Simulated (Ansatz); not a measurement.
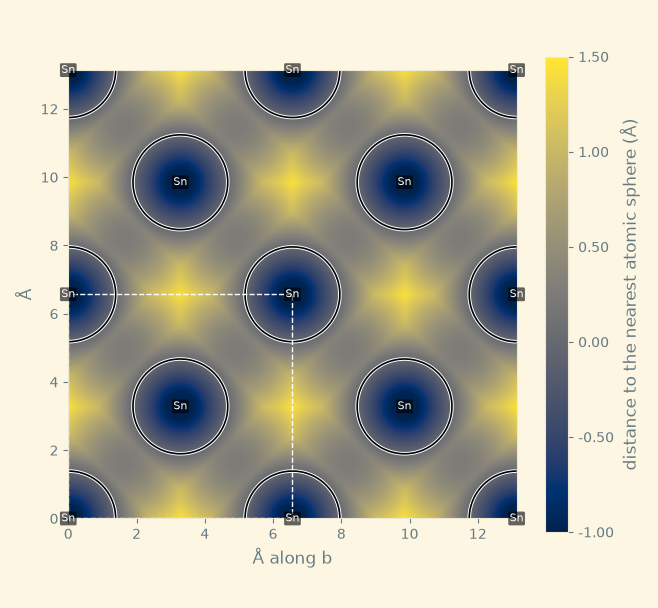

Map of the distance to the nearest atomic sphere in Sn in space group Fd-3m, computed on the section x = 0.000 (parallel to b and c; the dashed line is one cell). The black line marks the spheres' surfaces; positive values are empty space; unlabelled circles belong to atoms above or below the section.

Hard-sphere model; covalent radii (Cordero): Sn 1.39 Å.

The cell is taken from coordinates from a relaxation with Ansatz, DFT, m-r2SCAN, plane waves (500 eV) with PAW, scalar-relativistic.

```yaml
crystal:
  lattice:
    - [6.56811, 0.00000, 0.00000]
    - [0.00000, 6.56811, 0.00000]
    - [0.00000, 0.00000, 6.56811]
  atoms:
    - { symbol: Sn, position: [0.50000, 0.00000, 0.50000] }
    - { symbol: Sn, position: [0.25000, 0.25000, 0.25000] }
    - { symbol: Sn, position: [0.50000, 0.50000, 0.00000] }
    - { symbol: Sn, position: [0.25000, 0.75000, 0.75000] }
    - { symbol: Sn, position: [0.00000, 0.00000, 0.00000] }
    - { symbol: Sn, position: [0.75000, 0.25000, 0.75000] }
    - { symbol: Sn, position: [0.00000, 0.50000, 0.50000] }
    - { symbol: Sn, position: [0.75000, 0.75000, 0.25000] }
```

Q: Where is the largest hole in this section, and how large is it?

A: At 0.000, 0.000, 0.500 (fractional), where the distance reaches 1.45 Å; it is enclosed by 4 Sn (then 6 Sn) in a tetrahedral arrangement. It is the largest hole of the crystal.

Q: How much of the crystal lies outside the spheres?

A: About 68 % of the cell's volume, and 72 % of this section's area.

Q: What can pass through?

A: The largest sphere that fits anywhere has a diameter of 2.91 Å; the largest that can travel through the crystal, about 2.6 Å.
